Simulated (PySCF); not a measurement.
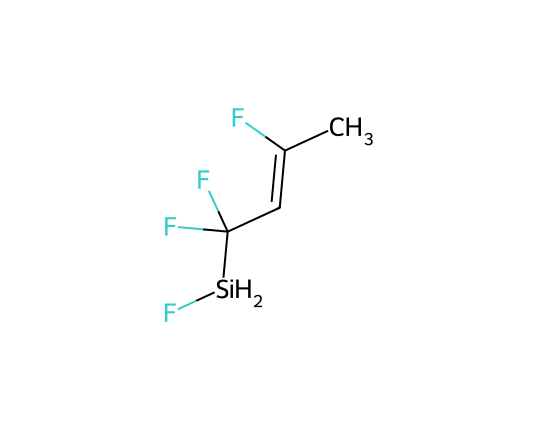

The computed structure is the end point of a GFN2-xTB optimisation. No frequency run is at hand to confirm it as a minimum. Level of theory: CAM-B3LYP/def2-SVPD, gas phase (PySCF 2.14.0). Excitations: vertical, linear response.

Computed properties:

The species is C₄H₆F₄Si (`C/C(F)=C/C(F)(F)[SiH2]F`).
- dipole moment: 2.14 D
- HOMO energy (Kohn–Sham orbital): −9.28 eV
- LUMO energy (Kohn–Sham orbital): 0.29 eV
- HOMO–LUMO gap: 9.57 eV
- mean static polarisability: 75.2 bohr³
- lowest vertical singlet excitation: 6.60 eV
- its oscillator strength: 0.214

The geometry is semi-empirical. Around Si such bond lengths and angles can be off by a tenth of an ångström or more and by several degrees, and values that hang on the shape move with them.
